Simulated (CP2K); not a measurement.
Consider methylthioacetylene at its PBE geometry (Å).

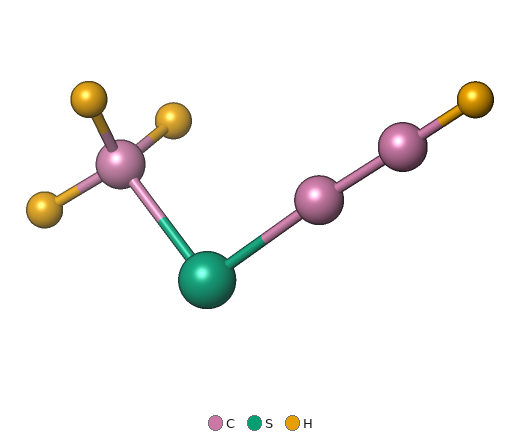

The molecule (carbon pink, sulfur teal, hydrogen orange).

```xyz
8

C     1.9667    0.4031    1.1233
C     1.2443   -0.1614    0.3186
S     0.3200   -0.9884   -0.8119
C    -1.2893   -0.1488   -0.6303
H     2.5926    0.8953    1.8374
H    -1.1954    0.9151   -0.8737
H    -1.9613   -0.6348   -1.3490
H    -1.6777   -0.2800    0.3855
```

Method: CP2K XAS_TDP, all-electron GAPW, PBEh(45%), aug-cc-pVDZ, TDA, GW2X-corrected core level, no relativity.

Predict the bright core excitations at the C K edge.

Leading lines: C1 287.19 eV, C2 287.83 eV and C4 289.21 eV. The leading line of an atom is its first one with 35 % of the strongest within 2.5 eV of its lowest line over the strength cut. Core ionisation energies at this level: C2 292.29, C4 292.96 and C1 291.91 eV.

The first six lines of each atom with a strength over 0.0015:

```tsv
atom	energy (eV)	states	strength, one atom	above the computed threshold
C1 (bonded to C and H)	287.19	1	0.0487	
	288.29	1	0.0425	
	290.13	1	0.0035	
	290.74	1	0.0062	
	291.42	1	0.0040	
	291.81	1	0.0051	
C2 (bonded to C and S)	287.83	1	0.0396	
	288.32	1	0.0529	
	290.21	1	0.0161	
	290.96	1	0.0053	
	291.10	1	0.0053	
	292.07	1	0.0018	
C4 (bonded to S and 3 H)	289.21	1	0.0409	
	290.64	1	0.0084	
	291.36	1	0.0217	
	291.53	1	0.0238	
	292.00	1	0.0021	
	292.70	1	0.0021
```

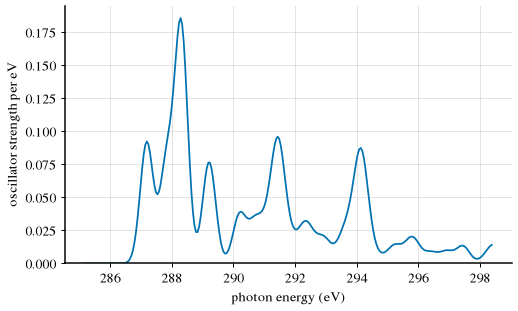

All atoms added, broadened by 0.5 eV.

Lines are vertical, at one geometry, with no vibrational structure. GW2X ionisation energies and lines can be off by 1 to 2 eV either way, and a good line position may hide errors that cancel. These values hold no scalar relativity, about 0.1 eV for C 1s. Rydberg lines, and the discretised continuum above threshold, depend on the basis and the box.

[Banner, clock and machine lines of the logs are left out without a mark of their own.]

[Logs are printed without paths, hosts, clocks, repeated set-up lines and the standing remarks that a program may print on its own settings, such as how far it seeks lower states.]

[Hosts, paths, dates, database ids (printed as entryN), source tags and the programs' standing remarks are cut or masked in the printed files.]
